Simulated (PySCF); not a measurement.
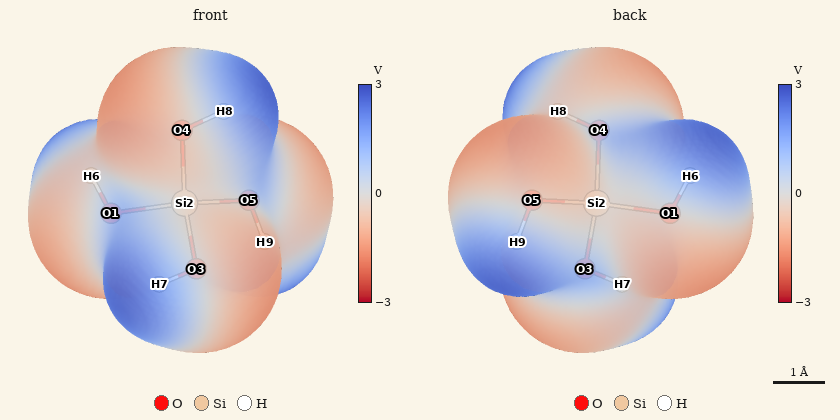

Figure 1: H₄O₄Si (SMILES O[Si](O)(O)O). The electrostatic potential painted on the density surface at 0.002 e/bohr³, seen from the front and from behind; the colour scale runs from red (negative) to blue (positive).

Geometry: GFN2-xTB.

All numbers below come from B97-2/pcSseg-1, SCF density, in a chloroform solvent model, non-relativistic in PySCF 2.14.0.

```xyz
9

O     1.0427   -0.8247    0.9329
Si    0.0018    0.0009   -0.0022
O    -1.2758   -0.9724   -0.2471
O     0.8167    0.4267   -1.3418
O    -0.5767    1.3740    0.6455
H     1.9303   -0.4924    1.0265
H    -1.1163   -1.8902   -0.4451
H     0.4278    1.0733   -1.9229
H    -1.2368    1.3106    1.3291
```

Question: Which sites attract a positive test charge, and which a negative one?

Answer: A positive charge is drawn to the negative regions and a negative charge to the positive ones. The most negative region (about −1.4 V) lies over O1, O3, O4 and O5, the most positive (about +2.5 V) over H6, H7, H8 and H9.

Question: What dipole moment does the calculation give?

Answer: Its dipole moment is zero.
